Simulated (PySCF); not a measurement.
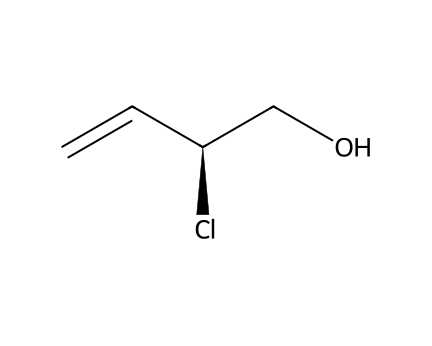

2D structure.

Transcribe the drawing into SMILES.

C=C[C@H](Cl)CO

What is the molecular formula?

C4H7ClO.

An optimisation with GFN2-xTB gave a structure of which point group?

C1.

More results for the same structure follow; atom numbers are the same in all pictures, views and colours differ. The computed structure is the end point of a GFN2-xTB optimisation. No frequency run is at hand to confirm it as a minimum.

### Geometry

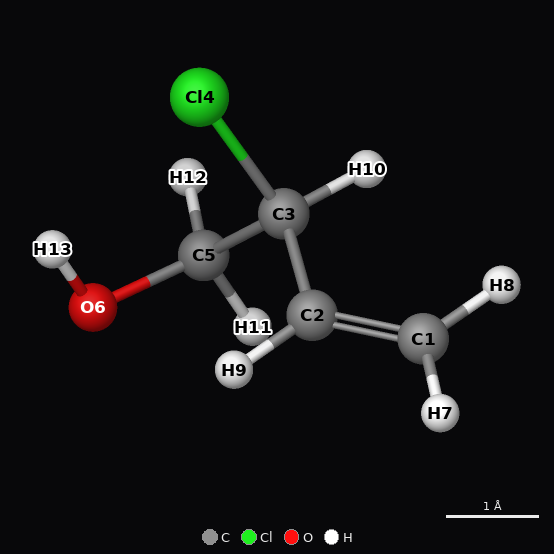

No frequency run is at hand to confirm it as a minimum.

What are the angles C1–C2–H9, C2–C1–H7, C2–C3–Cl4, C2–C3–C5, C3–C2–H9, C3–C5–O6, C3–C5–H12, Cl4–C3–C5, Cl4–C3–H10, C5–C3–H10, C5–O6–H13, O6–C5–H12?

```
     angle  degrees
  C1–C2–H9    121.5
  C2–C1–H7    121.6
 C2–C3–Cl4    108.0
  C2–C3–C5    112.6
  C3–C2–H9    114.8
  C3–C5–O6    112.9
 C3–C5–H12    109.1
 Cl4–C3–C5    107.6
Cl4–C3–H10    105.9
 C5–C3–H10    110.5
 C5–O6–H13    107.8
 O6–C5–H12    111.0
```

### Dipole moment

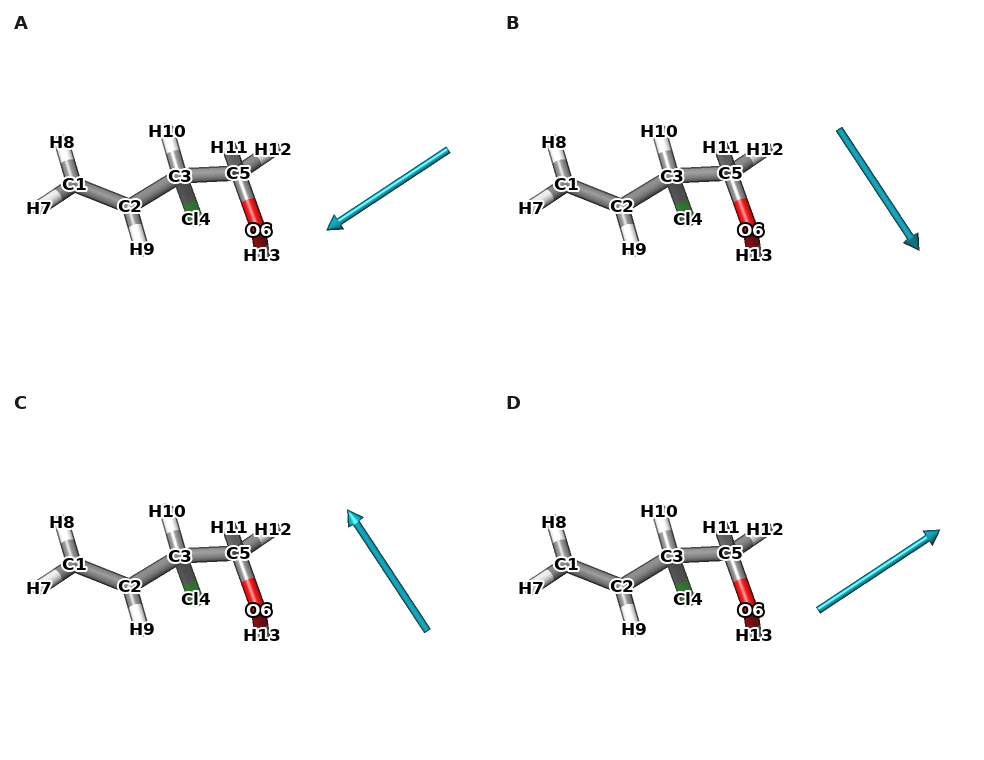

The same molecule four times, each with an arrow. No frequency run is at hand to confirm it as a minimum. Method: B3LYP/def2-SVPD, gas phase (PySCF 2.14.0).

Which arrow points along the dipole moment, from the negative to the positive end?

C. The dipole moment is 1.67 D; it points from the side of H13 to the side of H8 (the outermost atoms at the two ends).

### Core levels

No frequency run is at hand to confirm it as a minimum. Method: delta-SCF UKS SCAN, pcX-2 on the ionised atom, pcseg-1 elsewhere, spin-free X2C (PySCF 2.14.0).

Give the core-electron binding energies (to vacuum; p and d levels without spin–orbit splitting) of C1 1s, C2 1s, C3 1s, Cl4 1s, Cl4 2p, C5 1s, O6 1s.

```json
{"atom": "C1", "level": "1s", "binding energy (eV)": "290.5"}
{"atom": "C2", "level": "1s", "binding energy (eV)": "290.9"}
{"atom": "C3", "level": "1s", "binding energy (eV)": "292.5"}
{"atom": "Cl4", "level": "1s", "binding energy (eV)": "2828.4"}
{"atom": "Cl4", "level": "2p", "binding energy (eV)": "206.4"}
{"atom": "C5", "level": "1s", "binding energy (eV)": "292.5"}
{"atom": "O6", "level": "1s", "binding energy (eV)": "538.9"}
```

### Excitation

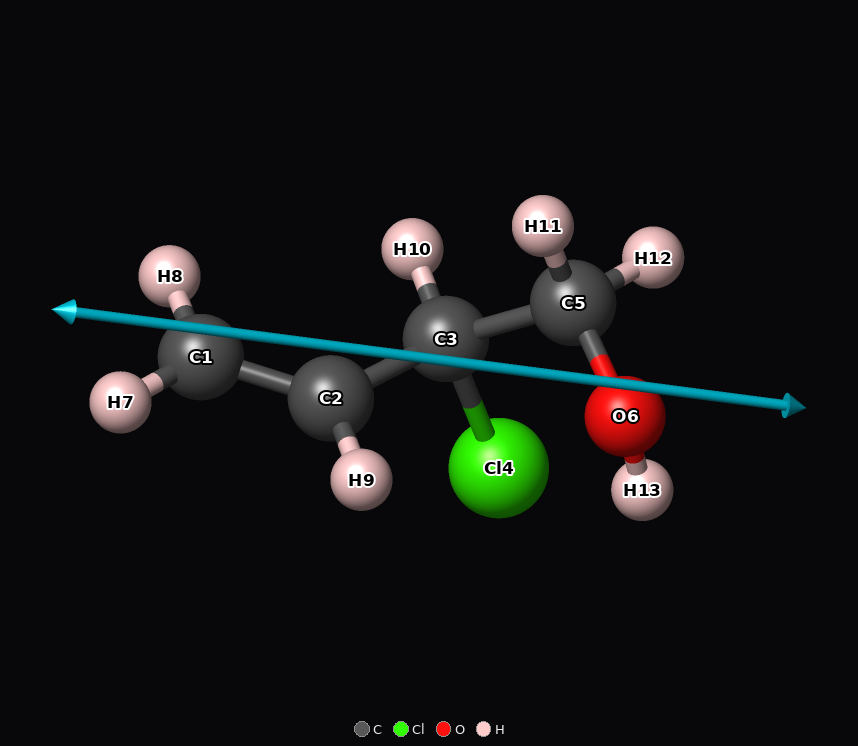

The double arrow shows the direction of the transition dipole to excited singlet state 2 (its length means nothing). No frequency run is at hand to confirm it as a minimum. Properties computed with TDDFT B3LYP/def2-SVPD, vertical, gas phase, core orbitals frozen in the response (PySCF 2.14.0).

Give its energy, strength and character.

6.43 eV (193 nm), oscillator strength 0.15, mainly HOMO → LUMO (weight 0.51); transition dipole 2.52 D.
